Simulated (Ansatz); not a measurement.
Starting cell, BN (zinc blende):

```
CELL_PARAMETERS angstrom
      0.00000     1.81236     1.81236
      1.81236     0.00000     1.81236
      1.81236     1.81236     0.00000
ATOMIC_POSITIONS crystal
  N  0.75000 0.75000 0.75000
  B  0.00000 0.00000 0.00000
```

A phonon eigenvector at Γ is frozen into this cell: atom i moves by Q times the vector below, so Q is the largest atomic displacement, in Å. The cell is held. It is one choice among 3 degenerate patterns.

```
atom      x      y       z
----  -----  -----  ------
N1    0.000  0.000  -0.772
B2    0.000  0.000   1.000
```

These are PBE (plane waves to 420 eV, PAW, scalar-relativistic; Ansatz, an electronic-structure program) values and carry that method's errors. k mesh 16×16×16 (Γ-centred), Fermi-Dirac smearing 0.05 eV. Energies are smeared free energies. BN was relaxed with its symmetry unable to fall. The zero of ΔE is the undisplaced structure.

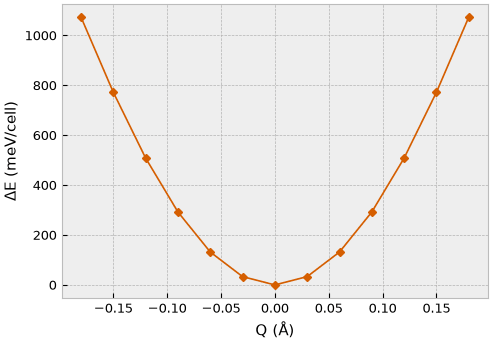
Figure. ΔE (meV/cell) against Q (Å); one marker a computed point.

**Question.** What is the energy change at Q = 0.180 Å?

**Answer.** About 1100 meV/cell.

**Question.** What harmonic wavenumber does the curvature at Q = 0 give?

**Answer.** About 1000 cm⁻¹.

(For displaced atoms, the force is minus the slope of the energy, and its curvature is a force constant, which sets phonon frequencies.)
